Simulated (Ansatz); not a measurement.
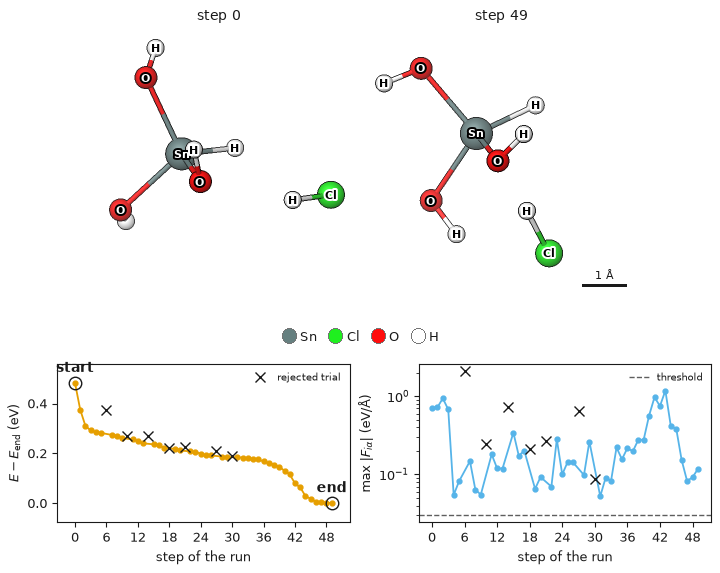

First and last geometry of a relaxation of SnH5O3Cl, with the history of the run. The picture is a ball-and-stick view, seen at a tilt.

The run prepares an end point of a later path (reaction) calculation, from a guessed geometry.

These are results of Ansatz 0.2.0, RKS PBE-D4/def2-SVP, not measurements.

Input
```yaml
crystal:
  periodic: [false, false, false]
  atoms:
    - { symbol: Sn, position_ang: [0.290819, 0.406378, -0.173914] }
    - { symbol: Cl, position_ang: [-0.20456, -0.161654, 3.361247] }
    - { symbol: O, position_ang: [1.915037, -0.114324, -1.235229] }
    - { symbol: H, position_ang: [1.89382, -1.065921, -1.45544] }
    - { symbol: O, position_ang: [-0.921125, 1.555987, -1.27368] }
    - { symbol: H, position_ang: [-1.781822, 1.113032, -1.41334] }
    - { symbol: H, position_ang: [-0.560073, -0.945263, 0.4801] }
    - { symbol: O, position_ang: [1.138583, 1.737767, 1.020886] }
    - { symbol: H, position_ang: [2.108559, 1.685932, 0.896608] }
    - { symbol: H, position_ang: [0.492761, 0.904968, 2.948963] }
basis:
  gaussian: { orbitals: def2-SVP }
hamiltonian:
  xc: pbe
  dispersion: d4
relax:
  f_tol: 0.03
  max_steps: 50
```

Command:
```bash
ansatz run input.yaml --threads 4 --pin off --max-ram 5120MiB --backend cpu --events-out ev --progress --plain --runs-dir out
```

> Read the history and describe the run.

The relaxation stopped without meeting its thresholds, so the last structure isn't shown to be converged. It used up its limit of 50 steps. The atom that moves furthest after the best rigid fit is Cl2 (2.01 Å). By element the largest moves are Cl 2.01 Å, H 1.58 Å, O 0.75 Å, Sn 0.58 Å. Some distances before and after: O8–H10 2.197 → 1.411 Å, Sn1–H10 3.169 → 2.596 Å, Sn1–Cl2 3.615 → 3.290 Å, Sn1–O8 1.980 → 2.089 Å. Among the angles between lasting bonds that change: O5–Sn1–H7 111.1° → 124.2°, H7–Sn1–O8 120.6° → 110.8°, O3–Sn1–O8 98.4° → 105.6°. Groups turn about Sn1–O3 by about 150°, Sn1–O5 by about 85°, Sn1–O8 by about 65°. The energy falls by 0.482 eV in 42 accepted moves (49 points after the start). The largest force component goes from 0.72 to 0.12 eV/Å. The line search rejected the trial steps at points 6, 10, 14, 18, 21, 27, 30 of the run. Cost: 59 s on 4 threads of Arm Neoverse V1 (shared host), peak memory 0.17 GiB.
